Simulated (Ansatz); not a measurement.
**F₃H₈NO₂Si₂: density, localisation and related maps**

Input

```
crystal:
  periodic: [false, false, false]
  atoms:
    - {symbol: Si, position_ang: [-0.604631, 0.999621, 0.335002]}
    - {symbol: O, position_ang: [-0.343966, -0.276341, -0.852847]}
    - {symbol: Si, position_ang: [0.655941, -0.124027, -2.203705]}
    - {symbol: F, position_ang: [-1.952411, 0.170496, 0.837239]}
    - {symbol: F, position_ang: [0.787238, 1.722580, -0.228496]}
    - {symbol: F, position_ang: [-1.465274, 2.304968, 0.003427]}
    - {symbol: H, position_ang: [0.221740, -1.035370, 1.449266]}
    - {symbol: N, position_ang: [0.200668, 0.515596, 1.839755]}
    - {symbol: H, position_ang: [-0.202548, -1.237671, -0.119117]}
    - {symbol: O, position_ang: [0.050900, -1.892105, 0.855474]}
    - {symbol: H, position_ang: [0.288337, 1.101432, -2.938750]}
    - {symbol: H, position_ang: [2.083423, -0.148128, -1.816743]}
    - {symbol: H, position_ang: [0.352885, -1.327707, -3.017262]}
    - {symbol: H, position_ang: [-0.388738, 0.550780, 2.661074]}
    - {symbol: H, position_ang: [1.087665, 0.962567, 2.027117]}
    - {symbol: H, position_ang: [-0.771331, -2.286692, 1.168565]}
basis:
  gaussian: {orbitals: def2-TZVPP}
hamiltonian: {xc: pbe0, dispersion: d4}
output: {orbitals: {seedname: orbitals}}
```

Launched as:

```sh
ansatz run in.yaml --threads 4 --pin off --events-out ev --progress --plain --max-ram 46080MiB --backend cuda --devices 0, --max-vram 37GiB
```

A transition-state structure; geometry: PBE0-D4/def2-TZVP.

Method: Ansatz, RKS PBE0-D4/def2-TZVPP.

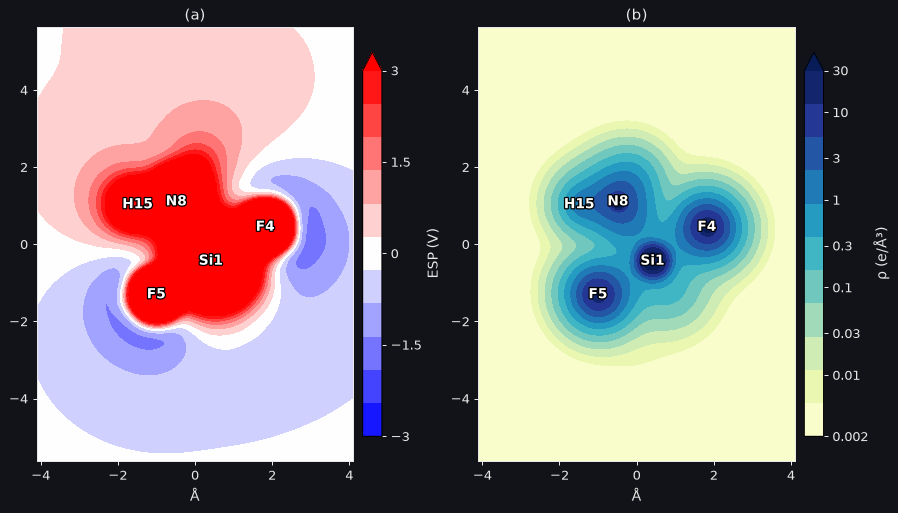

Figure 1. (a) electrostatic potential; (b) electron density on the plane of atoms F4, Si1 and N8.

### Describe what can be read from this map.

Atoms in the plane: Si, F, N and H. Si–N (1.77 Å): ρ at the midpoint is about 1.1 e/Å³. Si–F (1.66 Å): ρ at the midpoint is about 1 e/Å³. N–H (1.01 Å): ρ at the midpoint is about 2.9 e/Å³. Outside the dense part of the molecule the potential is most negative (−1.7 V) near F4.

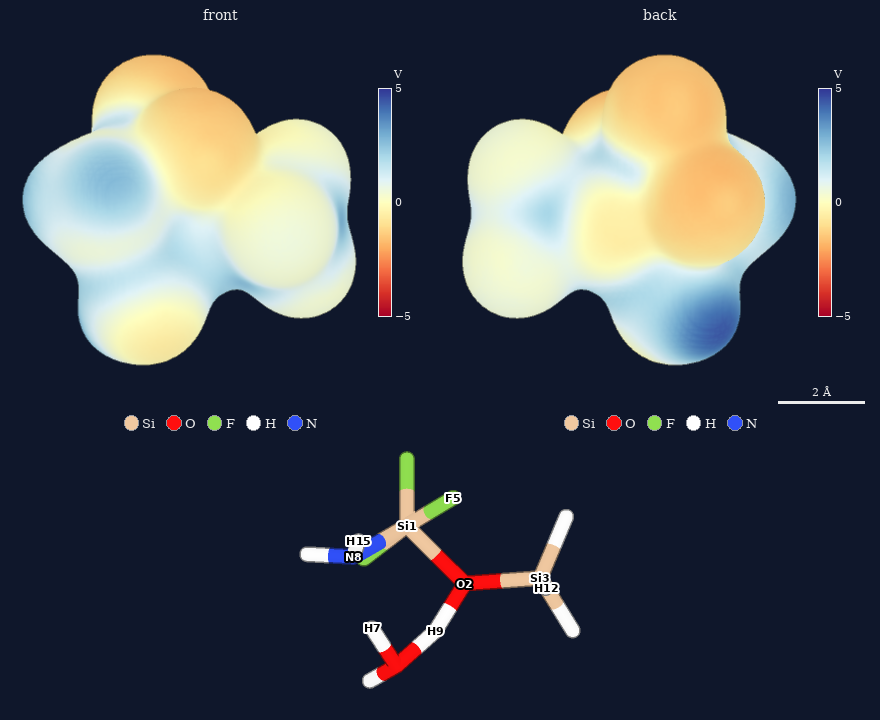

Figure 2. The electrostatic potential painted on the density surface at 0.004 e/bohr³, seen from the front and from behind; red is negative and blue positive. The bare structure is drawn below in the same view.

### Which sites attract a positive test charge, and which a negative one?

A positive charge is drawn to the negative regions and a negative charge to the positive ones. The most negative region (about −1.7 V) lies over F4 and F5, the most positive (about +4.2 V) over H16.

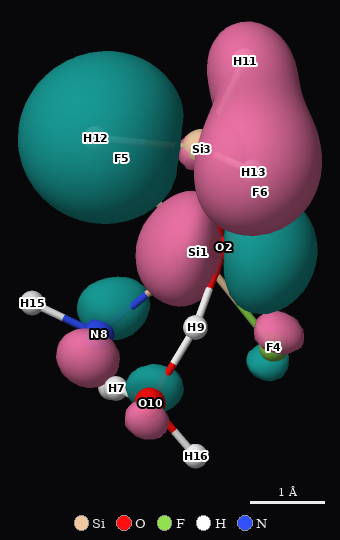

Figure 3. The HOMO−1 at ±0.1 Å⁻³ᐟ² (teal and pink are the two phases), seen at an oblique angle.

### What is the character of this orbital?

It lies mainly on Si3 (about 30 %), H12 (about 25 %), O2 (about 20 %) and H13 (about 10 %). Its energy is −9.45 eV.
